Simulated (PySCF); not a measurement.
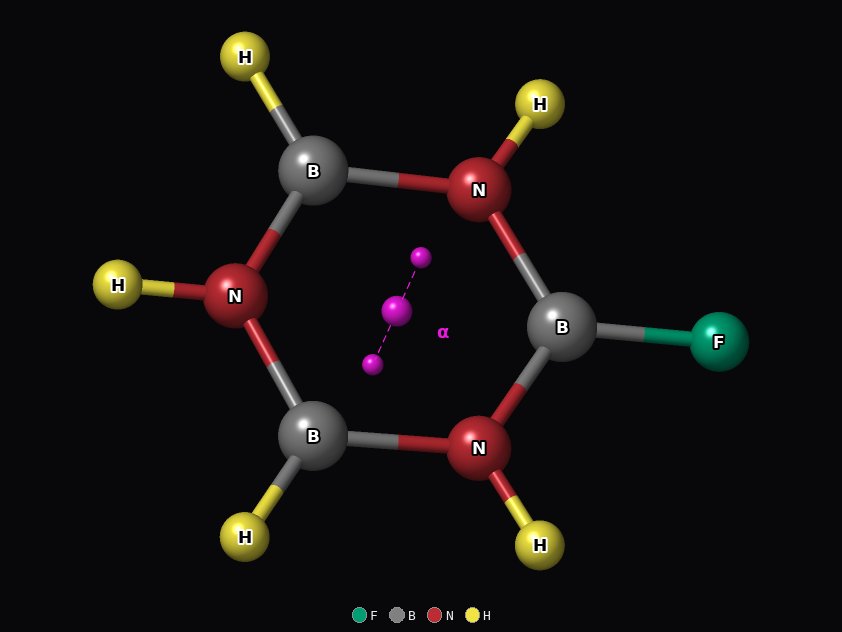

The small points mark where nucleus-independent chemical shifts (NICS) were computed: at the centre of each lettered ring and 1 Å above and below it. The computed structure is the end point of a GFN2-xTB optimisation. No frequency run is at hand to confirm it as a minimum. Properties computed with GIAO PBE0/pcSseg-1 NMR shielding, non-relativistic, gas phase (PySCF 2.14.0).

Give NICS(0), NICS(1) and the out-of-plane component NICS(1)zz for each ring (means of the two sides).

| ring | members | NICS(0) | NICS(1) | NICS(1)zz |
| --- | --- | --- | --- | --- |
| α | B3N3 | −3.5 | −3.2 | −5.1 |

Values in ppm.

### What do the values say about the ring currents?

Ring α: weak, as in a non-aromatic ring. NICS is one index among several.

The geometry is semi-empirical. Around B such bond lengths and angles can be off by a tenth of an ångström or more and by several degrees, and values that hang on the shape move with them.
